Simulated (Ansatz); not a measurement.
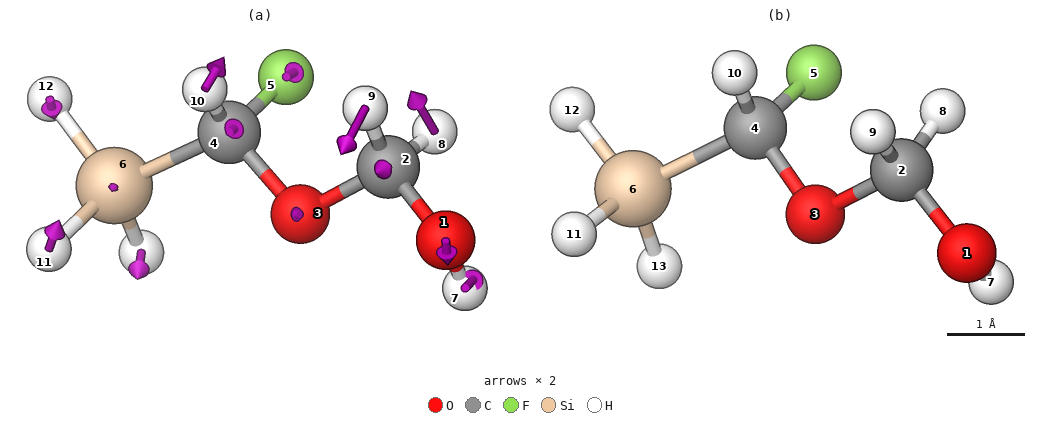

The structure of C2H7FO2Si before (left) and after (right) a relaxation, at one scale. The purple arrows give the displacements, 2 times their true length.

The picture is a ball-and-stick view, seen at a tilt.

The run prepares an end point of a later path (hydrogen shift) calculation, from a guessed geometry.

These are results of Ansatz, RKS PBE/STO-3G, not measurements.

Input file:
```yaml
crystal:
  periodic: [false, false, false]
  atoms:
    - { symbol: O, position_ang: [-0.3066, -2.9175, 0.6054] }
    - { symbol: C, position_ang: [0.2607, -1.8032, -0.0887] }
    - { symbol: O, position_ang: [-0.3792, -0.5965, 0.3207] }
    - { symbol: C, position_ang: [0.4551, 0.5545, -0.1321] }
    - { symbol: F, position_ang: [0.522, 0.3968, -1.4968] }
    - { symbol: Si, position_ang: [-0.3807, 2.2338, 0.2063] }
    - { symbol: H, position_ang: [-1.2432, -2.8765, 0.2719] }
    - { symbol: H, position_ang: [0.1821, -1.9277, -1.173] }
    - { symbol: H, position_ang: [1.3325, -1.7928, 0.2111] }
    - { symbol: H, position_ang: [1.3876, 0.5239, 0.3328] }
    - { symbol: H, position_ang: [-0.5155, 2.4699, 1.6919] }
    - { symbol: H, position_ang: [0.4908, 3.3194, -0.3223] }
    - { symbol: H, position_ang: [-1.785, 2.3812, -0.4123] }
basis:
  gaussian: { orbitals: STO-3G }
hamiltonian:
  xc: pbe
relax:
  f_tol: 0.02
  max_steps: 50
output:
  orbitals: {}
```

Run as
```bash
ansatz run input.yaml --threads 1 --pin off --max-ram 2048MiB --backend cpu --events-out ev --progress --plain --runs-dir out
```

Question: Describe what moved and what it gained.

Answer: After 12 accepted moves (13 points after the start) the energy has fallen by 74.0 kJ/mol. The largest force component goes from 4.2 to 0.018 eV/Å. The line search rejected the trial step at point 7 of the run. The atom that moves furthest after the best rigid fit is H9 (0.49 Å). By element the largest moves are H 0.49 Å, F 0.26 Å, O 0.23 Å, C 0.20 Å, Si 0.05 Å. Some distances before and after: C4–H10 1.042 → 1.138 Å, Si6–H13 1.542 → 1.455 Å, C2–O3 1.426 → 1.503 Å, Si6–H11 1.510 → 1.456 Å. Bond angles that change, for instance: O3–C4–Si6 112.4° → 105.4°, O3–C4–F5 103.9° → 110.6°, F5–C4–Si6 107.4° → 113.9°. Groups turn about C2–O3 by about 20°.

Limits of the set-up: STO-3G is a minimal basis, so the numbers are rough.
